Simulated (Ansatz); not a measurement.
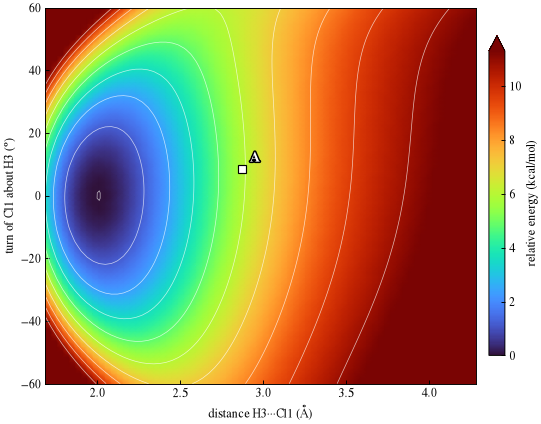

The pair Cl···H₂S, charge −1. The turn is about an axis along (0.75, 0.08, 0.65) in the frame of the relaxed pair, normal to the line between the partners. The first coordinate is: distance H3···Cl1; the second: turn of Cl1 about H3. The grid has 15 × 15 points. Energies are in kcal/mol, from the lowest grid point. Computed with Ansatz 0.2.0, RKS B3LYP-D4/def2-TZVPD.

Drawn: a smooth colour map with a few white contour lines, one colour for all values above the top of the scale, the point A. Between grid points the surface is interpolated.

Question: Which way does the force act at A, and how strong is it?

Answer: A, at distance H3···Cl1 = 2.871 Å, turn of Cl1 about H3 = 8.6°, is not a stationary point. The computed force is 7.2 kcal/mol for each Å towards smaller values of distance H3···Cl1 and nearly zero along turn of Cl1 about H3.
